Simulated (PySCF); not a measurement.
C5H11ClOSi

Input file:

```
{"job": {"kind": "nmr", "xc": "PBE0", "basis": "pcSseg-1"}, "charge": 0, "multiplicity": 1}
C      3.219721    -0.082340    -0.602414
O      1.875891     0.189029    -0.312856
Si     1.119744     0.271099     1.115527
Cl     2.108698     1.547837     2.342985
C     -0.599987     0.930794     0.674946
C     -1.339128     0.011826    -0.267902
C     -2.836392    -0.035128    -0.255003
C     -2.042796    -1.194650     0.270423
H      3.881120     0.515134     0.028081
H      3.392119     0.166881    -1.649394
H      3.436757    -1.139697    -0.439240
H      1.105323    -1.019197     1.804026
H     -0.524692     1.922302     0.221408
H     -1.182025     1.050034     1.589309
H     -0.852361    -0.095537    -1.228757
H     -3.358290     0.584699     0.458521
H     -3.360996    -0.152979    -1.190877
H     -2.024143    -2.108148    -0.303800
H     -2.028368    -1.352708     1.338121
```

Run with:

```sh
OMP_NUM_THREADS=1 python probes_run.py task.json out
```

Geometry: GFN2-xTB.

Method: PBE0/pcSseg-1, SCF density, gas phase, non-relativistic (PySCF 2.14.0).

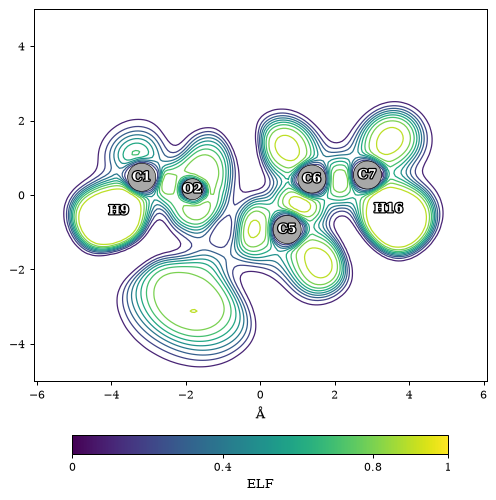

Figure 1. ELF on the plane of atoms C5, C6 and C7. Grey discs cover the atomic cores.

Q: What does the map show?

A:
- The plane passes through C, O and H nuclei.
- C–O (1.40 Å): the ELF peaks at about 0.90 between the atoms; a polar covalent bond.
- C–C (1.51 Å): the ELF peaks at about 0.95 between the atoms (localised, covalent bonding).
- C–H (1.09 Å): the ELF climbs to about 1 towards the hydrogen, as it does in any bond to H: an ordinary covalent bond to hydrogen.
- The ELF also peaks beside Cl4 and O2, away from the bonds: lone-pair regions.

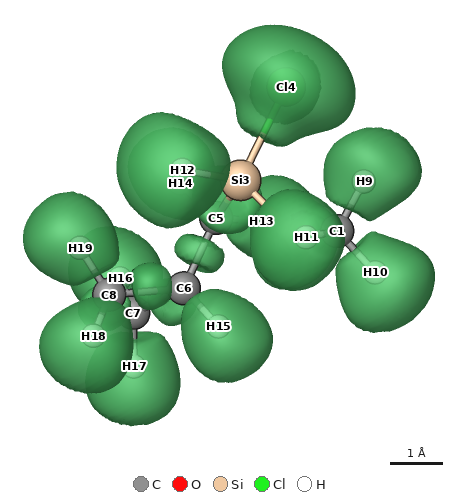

Figure 2. Isosurface of the electron localisation function at 0.75 (green), seen at an oblique angle. Only the valence region is drawn (cores and ρ < 0.01 e/Å³ removed).

Q: Where are the electrons localised?

A: The ELF exceeds this value in four regions between bonded C–C atoms (shared pairs), one region between bonded C–Si atoms (shared pairs), eleven regions around hydrogen nuclei, one region on Cl in which the atom's valence shell and bonds are merged and one region on O in which the atom's valence shell and bonds are merged. Along the contacts the grid gives the following. C–C (1.50 Å): the ELF peaks at about 0.90 between the atoms; a shared electron pair.

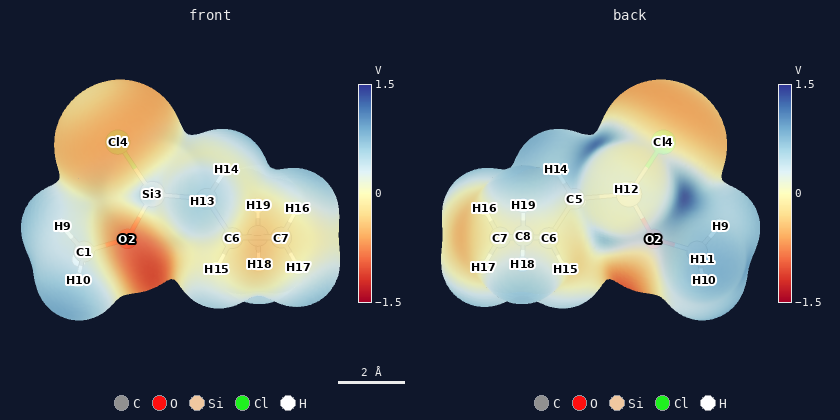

Figure 3. The electrostatic potential painted on the density surface at 0.002 e/bohr³, seen from the front and from behind; red is negative and blue positive.

Q: Which sites attract a positive test charge, and which a negative one?

A: A positive charge is drawn to the negative regions and a negative charge to the positive ones. The most negative region (about −1.0 V) lies over O2, the most positive (about +1.2 V) over Si3. O2 is the likeliest acceptor of a hydrogen bond.

Q: What dipole moment does the calculation give?

A: Its dipole moment is 1.44 D.
